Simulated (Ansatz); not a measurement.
Consider Mg8S8 (2x2x4 MgS rock-salt block).

Input

```
crystal:
  periodic: [false, false, false]
  atoms:
    - {symbol: Mg, position_ang: [-1.041215, -1.034961, -3.497916]}
    - {symbol: S, position_ang: [-1.437151, -1.430439, -1.157984]}
    - {symbol: Mg, position_ang: [-1.136088, -1.133001, 1.252093]}
    - {symbol: S, position_ang: [-1.355685, -1.354124, 3.709036]}
    - {symbol: S, position_ang: [-1.357476, 1.358685, -3.706885]}
    - {symbol: Mg, position_ang: [-1.134485, 1.137264, -1.250177]}
    - {symbol: S, position_ang: [-1.429623, 1.435823, 1.160655]}
    - {symbol: Mg, position_ang: [-1.031256, 1.038435, 3.499841]}
    - {symbol: S, position_ang: [1.351194, -1.359589, -3.708465]}
    - {symbol: Mg, position_ang: [1.131784, -1.137039, -1.251752]}
    - {symbol: S, position_ang: [1.431692, -1.435737, 1.158103]}
    - {symbol: Mg, position_ang: [1.037797, -1.038083, 3.497985]}
    - {symbol: Mg, position_ang: [1.035229, 1.034166, -3.499913]}
    - {symbol: S, position_ang: [1.434352, 1.430942, -1.160781]}
    - {symbol: Mg, position_ang: [1.138269, 1.133217, 1.249833]}
    - {symbol: S, position_ang: [1.362662, 1.354464, 3.706317]}
basis:
  gaussian: {orbitals: def2-SVP, initial_orbitals: start.molden}
hamiltonian: {xc: pbe0, dispersion: d4}
scf: {omitted_lower_state_checks: [starts]}
output: {orbitals: {seedname: orbitals}}
```

Run with:

```sh
ansatz run in.yaml --threads 4 --pin off --events-out ev --progress --plain --max-ram 6963MiB
```

Geometry: r2SCAN-D4/def2-SVP.

These are results of Ansatz 0.2.0, RKS PBE0-D4/def2-SVP, not measurements.

What can the converged electron density and electron localisation function tell about the bonding?

Answer. Mg–S (2.41 Å): ρ at the midpoint is about 0.34 e/Å³; the ELF peaks at about 0.85 in the valence shell of S, 0.9 Å from its nucleus, and falls to about 0.05 next to Mg; an ionic contact with no shared pair.
Mg–S (2.45 Å): the density is about 0.32 e/Å³ at the midpoint; the ELF peaks at about 0.90 in the valence shell of S, 0.9 Å from its nucleus, and falls to about 0.05 next to Mg; a largely ionic contact.

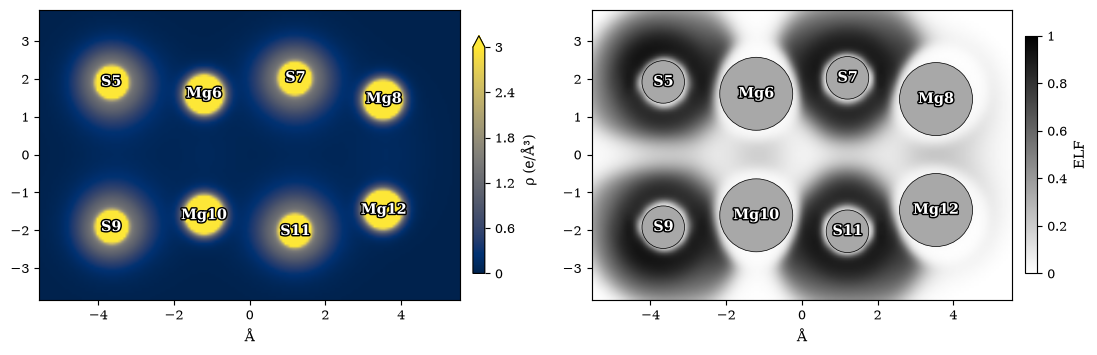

Computed electron density and electron localisation function on the plane of atoms S9, Mg10 and S11, in this order. Grey discs cover the atomic cores in the ELF map. 
